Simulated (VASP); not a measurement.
Band structure of ZnSe (zinc blende). Calculation: r2SCAN meta-GGA, VASP's PBE PAW potentials (set 64) (plane waves; VASP).

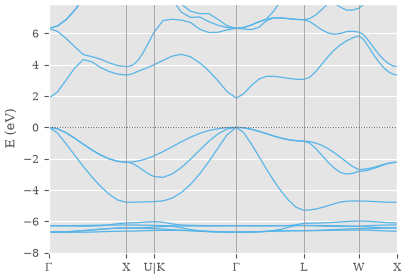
Fig. 1. Bands along high-symmetry lines, zero at the valence-band maximum or, without a gap, the Fermi level

Question: Read the plot: is there a gap, and where are the band edges?

Answer: The gap is direct, 1.86 eV, from the valence maximum at Γ to the conduction minimum at Γ.

Measured: gap 2.87 eV (computed value off by -1.01 eV), as given by Wei Chen et al., Physical Review Materials (2018), doi:10.1103/physrevmaterials.2.073803 [zero-point renormalisation of 0.05 eV added back (the table's ZPR column)].

The compound is ZnSe in the zinc blende structure. The cell was not relaxed at this level.
